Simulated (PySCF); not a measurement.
# C3HF5S: NMR shifts and electronic excitations in gas and solvents

Aim: compute the NMR shifts and electronic excitations of C3HF5S (`FC(F)C(=S)C(F)(F)F`), and see what a dielectric continuum does where one was used.

Programs: PySCF 2.14.0, with density-fitted response routines of our own. Each step states its level of theory. These are calculated values for one molecule, in the gas phase or a continuum, unless marked as measured. Atoms are numbered from 0 throughout.

## (1) Starting geometry

10 atoms, charge 0, multiplicity 1; geometry from: GFN2-xTB.

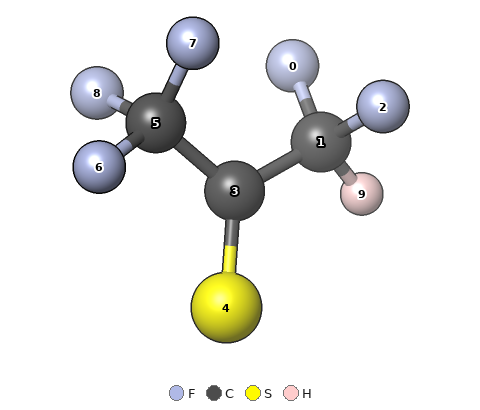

As it starts; fluorine light blue, carbon dark grey, sulfur yellow, hydrogen pink, atoms numbered.

## (2) Optimising the geometry at PBE0-D3(BJ)/def2-SVP

What the job is given:

```
{"job": {"xc": "PBE0", "basis": "def2-SVP", "d3": "d3bj", "grid": 1, "kind": "geom"}, "charge": 0, "multiplicity": 1}
F     -1.241982     0.634925     1.298598
C     -1.251313     0.417818    -0.029759
F     -1.152842     1.626296    -0.628010
C     -0.093588    -0.464500    -0.452649
S     -0.249688    -1.609503    -1.568000
C      1.232843    -0.199607     0.243699
F      2.258164    -0.708172    -0.440360
F      1.470297     1.101237     0.406938
F      1.254773    -0.766105     1.458595
H     -2.217782    -0.027734    -0.311579
```

Command:

```console
$ OMP_NUM_THREADS=1 python probes_run.py task.json out
```

This one command runs all jobs of the session in turn.

Standard output:

```text
step   0  E = -1010.97276163  max force = 0.021717
step   1  E = -1010.97297773  max force = 0.013221
step   2  E = -1010.97341802  max force = 0.004477
step   3  E = -1010.97366844  max force = 0.002112
step   4  E = -1010.97371075  max force = 0.001496
step   5  E = -1010.97375040  max force = 0.000437
step   6  E = -1010.97375774  max force = 0.000218
optimisation converged
```

Wall time 2.5 min (1 thread, shared host).

Relaxation path:

| step | energy from step 0 (eV) | largest force component (eV/Å) |
| --- | --- | --- |
| 0 | 0.0000 | 1.1167 |
| 1 | -0.0059 | 0.6799 |
| 2 | -0.0179 | 0.2302 |
| 3 | -0.0247 | 0.1086 |
| 4 | -0.0258 | 0.0769 |
| 5 | -0.0269 | 0.0225 |
| 6 | -0.0271 | 0.0112 |

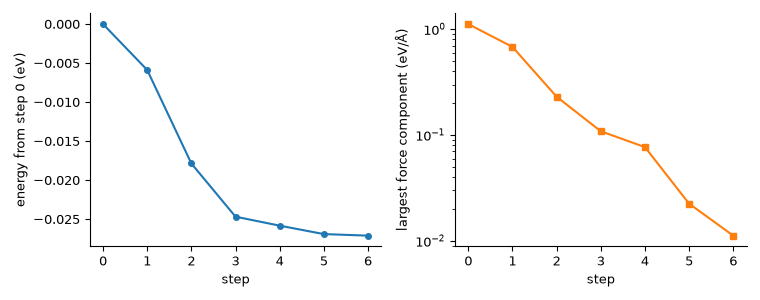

Energy and force, step by step.

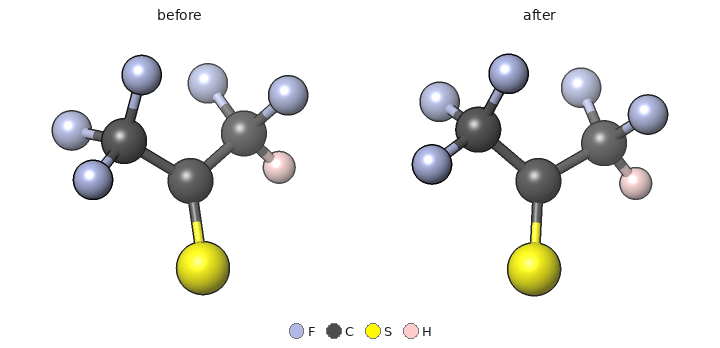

The geometry before (left) and after (right).

Close pairs (by a distance rule), those that changed most:

| bond | before (Å) | after (Å) | change (Å) |
| --- | --- | --- | --- |
| C5–F6 | 1.333 | 1.322 | -0.012 |
| C5–F8 | 1.341 | 1.331 | -0.010 |
| C3–C5 | 1.521 | 1.529 | +0.007 |
| C1–F2 | 1.352 | 1.345 | -0.007 |
| C1–C3 | 1.516 | 1.521 | +0.006 |
| F0–C1 | 1.346 | 1.345 | -0.001 |
| C1–H9 | 1.101 | 1.102 | +0.001 |
| C5–F7 | 1.332 | 1.331 | -0.001 |

The final coordinates are the input of the step that follows.

| at the end point | value |
| --- | --- |
| point group (found at 0.08 Å tolerance) | C1 |
| rotational constants (GHz, main isotopes) | 1.577, 1.357, 0.967 |
| dipole moment (D) | 1.85 |

## (3) Nuclear shieldings: PBE0/pcSseg-1 in tetrahydrofuran

What the job is given:

```
{"job": {"kind": "nmr", "xc": "PBE0", "basis": "pcSseg-1", "solvent": "tetrahydrofuran", "pop": true}, "charge": 0, "multiplicity": 1}
F     -1.430790     0.721345     1.033439
C     -1.253363     0.331721    -0.241157
F     -1.088870     1.431040    -0.998461
C     -0.016079    -0.545079    -0.363696
S     -0.009254    -1.865298    -1.276782
C      1.211895    -0.076052     0.416707
F      2.311415    -0.704054     0.037356
F      1.393125     1.230746     0.240635
F      1.030477    -0.301854     1.715776
H     -2.143135    -0.219644    -0.586759
```

Level: GIAO PBE0/pcSseg-1 NMR shielding, non-relativistic, IEF-PCM tetrahydrofuran.

Standard output:

```text
coarse grid: 10936 points
cycle   1  E = -1011.1986196322  dE =  1.624e+00  |g| = 1.099e+00  |ddm| = 3.089e+00
cycle   2  E = -1010.8530361230  dE =  3.456e-01  |g| = 1.810e+00  |ddm| = 1.724e+00
cycle   3  E = -1011.3975248646  dE = -5.445e-01  |g| = 2.021e-01  |ddm| = 1.267e+00
cycle   4  E = -1011.4056699455  dE = -8.145e-03  |g| = 9.469e-02  |ddm| = 2.605e-01
cycle   5  E = -1011.4079511658  dE = -2.281e-03  |g| = 1.269e-02  |ddm| = 9.900e-02
cycle   6  E = -1011.4079778422  dE = -2.668e-05  |g| = 2.748e-03  |ddm| = 1.226e-02
cycle   7  E = -1011.4079793970  dE = -1.555e-06  |g| = 5.361e-04  |ddm| = 3.052e-03
final grid: 108768 points
cycle   8  E = -1011.4963770070  dE = -4.680e-05  |g| = 9.023e-03  |ddm| = 2.228e-02
cycle   9  E = -1011.4963306460  dE =  4.636e-05  |g| = 1.681e-02  |ddm| = 2.130e-02
cycle  10  E = -1011.4963946005  dE = -6.395e-05  |g| = 1.299e-03  |ddm| = 1.473e-02
cycle  11  E = -1011.4963949384  dE = -3.379e-07  |g| = 3.866e-04  |ddm| = 1.247e-03
cycle  12  E = -1011.4963949687  dE = -3.034e-08  |g| = 9.310e-05  |ddm| = 3.447e-04
cycle  13  E = -1011.4963949702  dE = -1.466e-09  |g| = 2.081e-05  |ddm| = 8.722e-05
cycle  14  E = -1011.4963949703  dE = -8.504e-11  |g| = 5.379e-06  |ddm| = 2.055e-05
converged SCF energy = -1011.4963949703

GIAO shielding tensors (ppm)
atom      isotropic    diamagn.    paramagn.     s11        s22        s33       span
  0 F      316.319     473.290    -156.971    237.157    337.270    374.530    137.373
  1 C       67.668     233.657    -165.989     53.759     59.479     89.766     36.007
  2 F      298.961     472.187    -173.226    213.986    313.981    368.916    154.929
  3 C      -60.221     265.998    -326.219   -231.669    -66.242    117.249    348.918
  4 S     -776.476    1055.525   -1832.001  -2617.243   -476.263    764.077   3381.320
  5 C       64.284     239.106    -174.822     44.771     57.026     91.056     46.286
  6 F      259.980     469.880    -209.900    202.168    251.175    326.598    124.430
  7 F      264.906     473.854    -208.948    190.402    257.743    346.572    156.171
  8 F      247.658     472.792    -225.134    171.526    244.412    327.036    155.510
  9 H       24.863      26.505      -1.642     21.951     23.929     28.708      6.757
```

It took 57 s on 1 thread, shared host.

Shifts follow as δ = σ(reference) − σ, with reference shieldings (ppm) from runs at the same level and on the same kind of geometry: 1H TMS 31.24, 13C TMS 185.3, 19F CFCl3 180.0, 33S CS2 495. The references are single molecules in the same continuum, so shifts against H2O, NH3, PH3, H3PO4 or CFCl3 are not on the usual liquid scales and can be off by tens of ppm. Atoms listed in one row are averaged.

| atoms | environment | σ (ppm) | δ (ppm) |
| --- | --- | --- | --- |
| C3 | thiocarbonyl carbon | -60.2 | 245.5 |
| C5 | CF3 carbon | 64.3 | 121.0 |
| C1 | sp3 CH bonded to 2 F | 67.7 | 117.6 |
| H9 | hydrogen on an sp3 CH bonded to 2 F | 24.86 | 6.38 |
| F6, F7, F8 | fluorine of a CF3 group | 257.5 | -77.5 |
| F0, F2 | fluorine of a CF2 group | 307.6 | -127.7 |
| S4 | thione sulfur | -776 | 1272 |

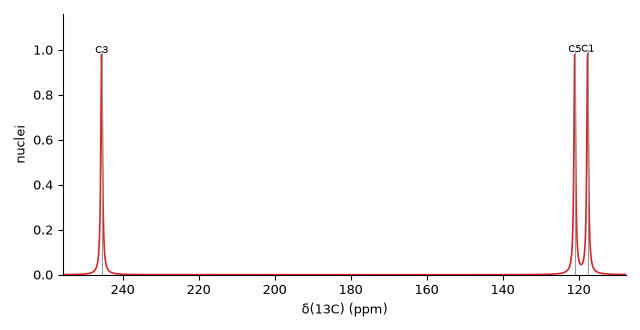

13C lines at the computed shifts, without couplings. Lines are broadened to a width of 0.51 ppm (Lorentzian).

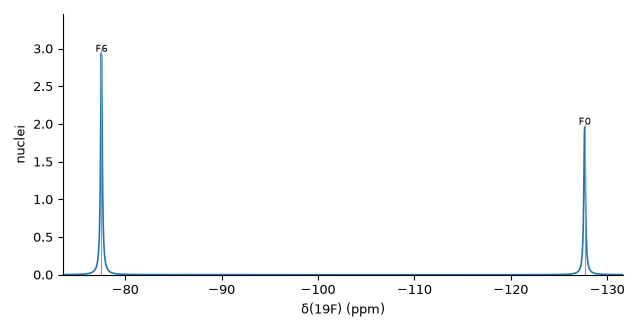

19F lines at the computed shifts, without couplings. Lines are broadened to a width of 0.20 ppm (Lorentzian).

The run also stored atomic charges by several schemes (e):

| atoms | Mulliken | IAO | Hirshfeld | ESP fit |
| --- | --- | --- | --- | --- |
| F0, F2 | -0.29 | -0.29 | -0.10 | -0.23 |
| C1 | 0.64 | 0.43 | 0.14 | 0.49 |
| C3 | -0.52 | -0.15 | -0.01 | -0.19 |
| S4 | 0.14 | 0.11 | 0.02 | 0.01 |
| C5 | 0.92 | 0.80 | 0.25 | 0.78 |
| F6, F7, F8 | -0.25 | -0.27 | -0.09 | -0.23 |

ESP fit charges:

| atom | value (e) |
| --- | --- |
| F0 | -0.23 |
| C1 | 0.49 |
| F2 | -0.23 |
| C3 | -0.19 |
| S4 | 0.01 |
| C5 | 0.78 |
| F6 | -0.25 |
| F7 | -0.21 |
| F8 | -0.22 |
| H9 | 0.05 |

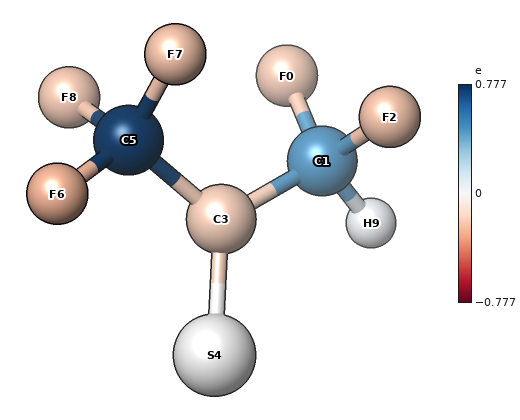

ESP fit charges, as colours on the atoms.

Mayer bond orders: F0–C1 0.97, C1–F2 0.97, C1–C3 0.90, C3–S4 2.00, C3–C5 0.86, C5–F6 1.05, C5–F7 1.02, C5–F8 1.01.

## (4) TDDFT and polarisability: PBE0/def2-SVPD

Settings changed since step 3:

```diff
@@ -1,2 +1,2 @@
-{"job": {"kind": "nmr", "xc": "PBE0", "basis": "pcSseg-1", "solvent": "tetrahydrofuran", "pop": true}, "charge": 0, "multiplicity": 1}
+{"job": {"kind": "uv", "xc": "PBE0", "basis": "def2-SVPD", "dynamic": true, "nstates": 6, "ntriplets": 0}, "charge": 0, "multiplicity": 1}
 F     -1.430790     0.721345     1.033439
```

Level: TDDFT PBE0/def2-SVPD, vertical, gas phase, core orbitals frozen in the response.

Standard output:

```text
coarse grid: 10936 points
cycle   1  E = -1010.6942037089  dE =  1.573e+00  |g| = 1.043e+00  |ddm| = 4.625e+00
cycle   2  E = -1010.3333245135  dE =  3.609e-01  |g| = 1.759e+00  |ddm| = 2.656e+00
cycle   3  E = -1010.8773018033  dE = -5.440e-01  |g| = 2.389e-01  |ddm| = 1.976e+00
cycle   4  E = -1010.8907040174  dE = -1.340e-02  |g| = 9.298e-02  |ddm| = 4.226e-01
cycle   5  E = -1010.8929965196  dE = -2.293e-03  |g| = 1.697e-02  |ddm| = 1.403e-01
cycle   6  E = -1010.8930505795  dE = -5.406e-05  |g| = 3.238e-03  |ddm| = 2.391e-02
cycle   7  E = -1010.8930529747  dE = -2.395e-06  |g| = 9.370e-04  |ddm| = 5.332e-03
final grid: 108768 points
cycle   8  E = -1011.0103931717  dE = -2.774e-05  |g| = 1.015e-02  |ddm| = 6.671e-02
cycle   9  E = -1011.0103217354  dE =  7.144e-05  |g| = 1.979e-02  |ddm| = 3.345e-02
cycle  10  E = -1011.0104151662  dE = -9.343e-05  |g| = 2.114e-03  |ddm| = 2.468e-02
cycle  11  E = -1011.0104161925  dE = -1.026e-06  |g| = 3.138e-04  |ddm| = 2.847e-03
cycle  12  E = -1011.0104162122  dE = -1.969e-08  |g| = 9.851e-05  |ddm| = 4.954e-04
cycle  13  E = -1011.0104162144  dE = -2.188e-09  |g| = 2.491e-05  |ddm| = 1.890e-04
cycle  14  E = -1011.0104162145  dE = -1.060e-10  |g| = 8.317e-06  |ddm| = 3.734e-05
converged SCF energy = -1011.0104162145

Static polarisability (au): isotropic 60.014, principal 48.616 57.474 73.953

Singlet excitations
state   eV       nm        f      main configurations
  1   2.2109    560.8   0.00001   H->L 1.00
  2   5.4078    229.3   0.00282   H-2->L 0.92
  3   6.1766    200.7   0.21794   H-1->L 0.84
  4   6.3022    196.7   0.00743   H-3->L 0.96
  5   7.1946    172.3   0.04596   H->L+1 0.91
  6   7.2295    171.5   0.00515   H-4->L 0.97
```

It took 1.9 min on 1 thread, shared host.

Frontier orbitals and where they lie:

| orbital | eV | atoms |
| --- | --- | --- |
| HOMO−3 | -11.86 | S4 36 %, C3 22 %, F7 14 % |
| HOMO−2 | -10.86 | F2 24 %, F0 20 %, C1 17 % |
| HOMO−1 | -10.29 | S4 46 %, C3 36 % |
| HOMO | -7.97 | S4 73 %, C3 13 % |
| LUMO | -3.90 | S4 47 %, C3 38 % |
| LUMO+1 | 0.44 | S4 37 %, C1 17 %, H9 14 % |
| LUMO+2 | 0.74 | S4 78 %, C3 7 % |

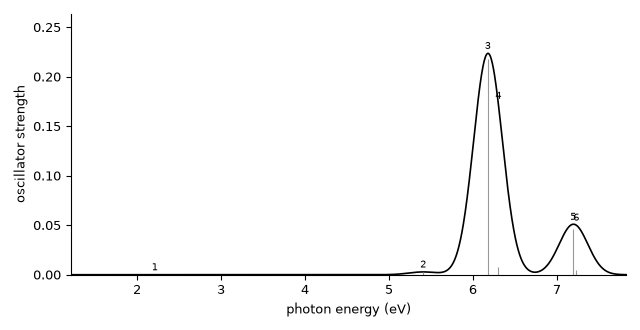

Absorption spectrum from the 6 singlet states computed; above the last one it falls off for lack of states. Lines are broadened to a width of 0.40 eV (Gaussian).

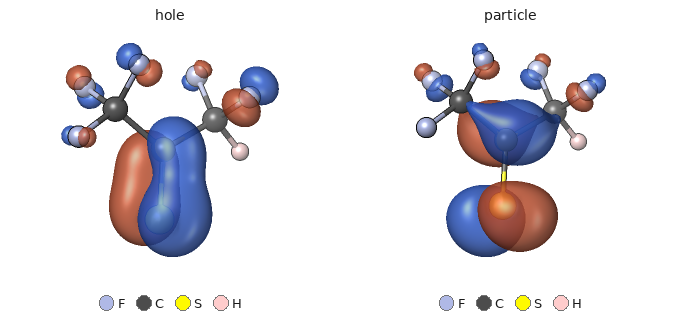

Leading natural transition orbitals of singlet state 3: the electron leaves the hole (left) for the particle orbital (right).

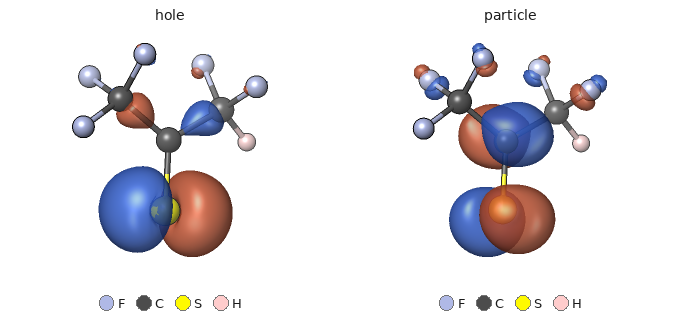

Leading natural transition orbitals of singlet state 1: the electron leaves the hole (left) for the particle orbital (right).

Further results of this job:

| property | computed |
| --- | --- |
| dipole moment (D) | 1.94 |
| polarisability (Å³) | 8.89 |
| HOMO–LUMO gap (eV) | 4.06 |
| −ε(HOMO) (eV) | 7.97 |
| C6 with itself (au) | 1695 |

Orbitals, density, ELF and potential are computed afterwards from the orbital file.

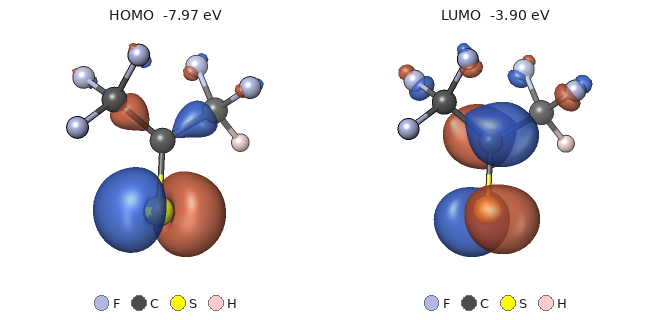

Frontier orbitals at PBE0/def2-SVPD; each surface holds 70 % of the orbital's density, blue and red mark the sign.

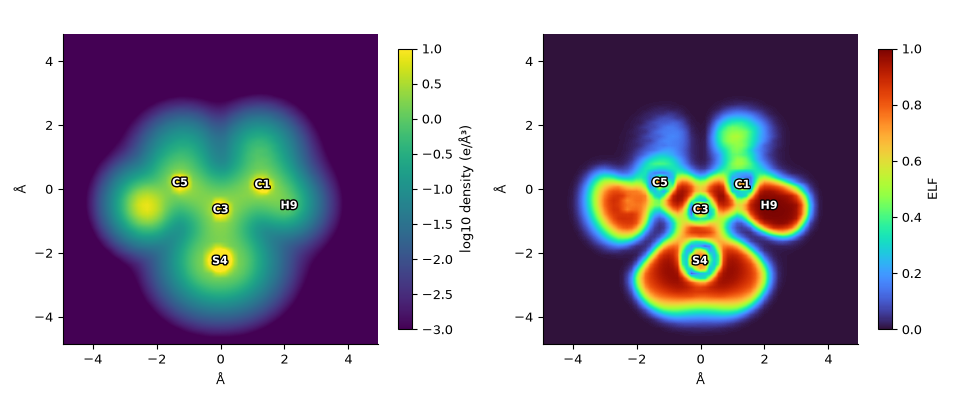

Density (left) and ELF (right) in a plane through or near 5 of the atoms.

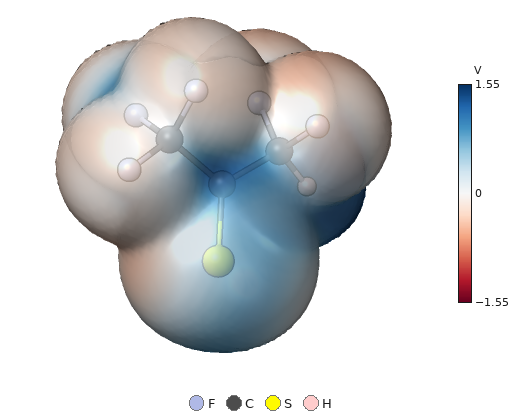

The potential that a unit positive charge feels on the 0.002 e/bohr³ surface, from the 1st to the 99th percentile, from -0.46 V near F2 to 1.55 V near H9.

## (5) TDDFT and polarisability: PBE0/def2-SVPD in tetrahydrofuran

Settings changed since step 4:

```diff
@@ -1,2 +1,2 @@
-{"job": {"kind": "uv", "xc": "PBE0", "basis": "def2-SVPD", "dynamic": true, "nstates": 6, "ntriplets": 0}, "charge": 0, "multiplicity": 1}
+{"job": {"kind": "uv", "xc": "PBE0", "basis": "def2-SVPD", "solvent": "tetrahydrofuran", "nstates": 6, "ntriplets": 0}, "charge": 0, "multiplicity": 1}
 F     -1.430790     0.721345     1.033439
```

Level: TDDFT PBE0/def2-SVPD, vertical, IEF-PCM tetrahydrofuran (non-equilibrium linear response), core orbitals frozen in the response.

Standard output:

```text
coarse grid: 10936 points
cycle   1  E = -1010.7028027122  dE =  1.565e+00  |g| = 1.030e+00  |ddm| = 4.634e+00
cycle   2  E = -1010.3888487573  dE =  3.140e-01  |g| = 1.683e+00  |ddm| = 2.559e+00
cycle   3  E = -1010.8872772378  dE = -4.984e-01  |g| = 1.933e-01  |ddm| = 1.834e+00
cycle   4  E = -1010.8954602594  dE = -8.183e-03  |g| = 8.355e-02  |ddm| = 3.477e-01
cycle   5  E = -1010.8972706811  dE = -1.810e-03  |g| = 1.430e-02  |ddm| = 1.240e-01
cycle   6  E = -1010.8973079168  dE = -3.724e-05  |g| = 2.640e-03  |ddm| = 1.957e-02
cycle   7  E = -1010.8973095540  dE = -1.637e-06  |g| = 6.037e-04  |ddm| = 4.439e-03
final grid: 108768 points
cycle   8  E = -1011.0146389619  dE = -2.961e-05  |g| = 9.672e-03  |ddm| = 6.642e-02
cycle   9  E = -1011.0145866833  dE =  5.228e-05  |g| = 1.772e-02  |ddm| = 3.040e-02
cycle  10  E = -1011.0146592621  dE = -7.258e-05  |g| = 1.527e-03  |ddm| = 2.118e-02
cycle  11  E = -1011.0146597761  dE = -5.140e-07  |g| = 3.231e-04  |ddm| = 2.276e-03
cycle  12  E = -1011.0146597988  dE = -2.273e-08  |g| = 8.469e-05  |ddm| = 4.715e-04
cycle  13  E = -1011.0146598004  dE = -1.556e-09  |g| = 2.233e-05  |ddm| = 1.644e-04
cycle  14  E = -1011.0146598005  dE = -9.368e-11  |g| = 6.993e-06  |ddm| = 3.411e-05
converged SCF energy = -1011.0146598005

Static polarisability (au): isotropic 74.545, principal 60.245 69.717 93.673

Singlet excitations
state   eV       nm        f      main configurations
  1   2.2315    555.6   0.00001   H->L 1.00
  2   5.4276    228.4   0.00614   H-2->L 0.90, H-1->L 0.10
  3   6.0758    204.1   0.27932   H-1->L 0.85, H-2->L 0.09
  4   6.3474    195.3   0.00328   H-3->L 0.98
  5   7.2350    171.4   0.07782   H->L+1 0.94
  6   7.3206    169.4   0.03256   H->L+2 0.97
```

Run time: 77 s. Hardware: 1 thread, shared host.

Key values: HOMO -7.76 eV, LUMO -3.66 eV; lowest singlet 2.23 eV.

## (6) Run by run: electronic excitations

Excitations and ground-state properties, with basis size and wall time:

| run | lowest singlet (eV) | brightest (eV) | f | gap (eV) | α (Å³) | μ (D) | functions | time |
| --- | --- | --- | --- | --- | --- | --- | --- | --- |
| PBE0/def2-SVPD | 2.21 | 6.18 | 0.218 | 4.06 | 8.89 | 1.94 | 210 | 1.9 min |
| PBE0/def2-SVPD in tetrahydrofuran | 2.23 | 6.08 | 0.279 | 4.10 | 11.05 | 2.42 | 210 | 77 s |

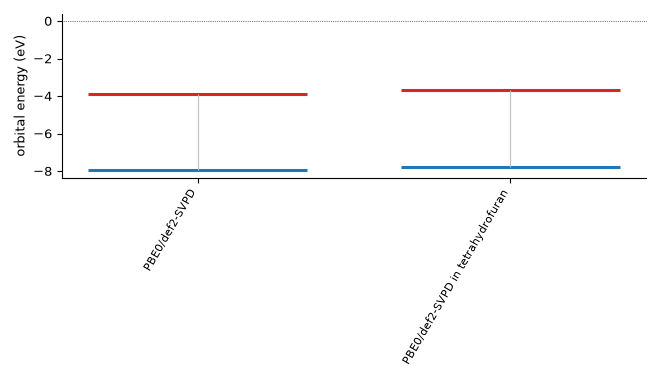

HOMO (blue) and LUMO (red) run by run.

## (7) Results

| quantity | value |
| --- | --- |
| point group | C1 |
| rotational constants (main isotopes) | 1.58, 1.36, 0.97 GHz |
| 13C shifts against TMS (PBE0/pcSseg-1, tetrahydrofuran) | 245.5, 121.0, 117.6 ppm |
| 1H shifts against TMS (PBE0/pcSseg-1, tetrahydrofuran) | 6.38 ppm |
| 19F shifts against CFCl3 (PBE0/pcSseg-1, tetrahydrofuran, means over atoms taken as alike) | -77.5, -127.7 ppm |
| 33S shifts against CS2 (PBE0/pcSseg-1, tetrahydrofuran) | 1272 ppm |
| lowest singlet (PBE0/def2-SVPD) | 2.21 eV (561 nm), f = 0.000 |
| brightest single state of those computed | state 3, 6.18 eV, f = 0.218 |
| surface potential, 1st and 99th percentile | -0.46 V and 1.55 V |
| range of the lowest singlet | 2.21 to 2.23 eV |

What this shows: The optimisation took 6 steps and gained 0.027 eV; among the close pairs (by a distance rule), C5–F6 changed most, from 1.333 to 1.322 Å. No frequency check was run at this level, so the end point may be a saddle. C3 (thiocarbonyl carbon) lies farthest downfield among carbon, at 245.5 ppm; low-lying n→π* states of the double bond to the heteroatom give a large paramagnetic term (-326 ppm). At PBE0/pcSseg-1: Shielding is most anisotropic at S4 (span 3381 ppm, paramagnetic term -1832 ppm). The lowest singlet, at 2.21 eV, is HOMO→LUMO 1.00 and is dark; of the 6 states computed, the strongest absorption comes from state 3 at 6.18 eV. By nearest atom (PBE0/def2-SVPD), the HOMO sits on S4 81 % and the LUMO on S4 48 %; C3 39 %. The lowest singlet runs from 2.21 eV (PBE0/def2-SVPD) to 2.23 eV (PBE0/def2-SVPD in tetrahydrofuran), while the orbital gap spans 4.06 to 4.10 eV. The lowest state need not be the same one in every run.
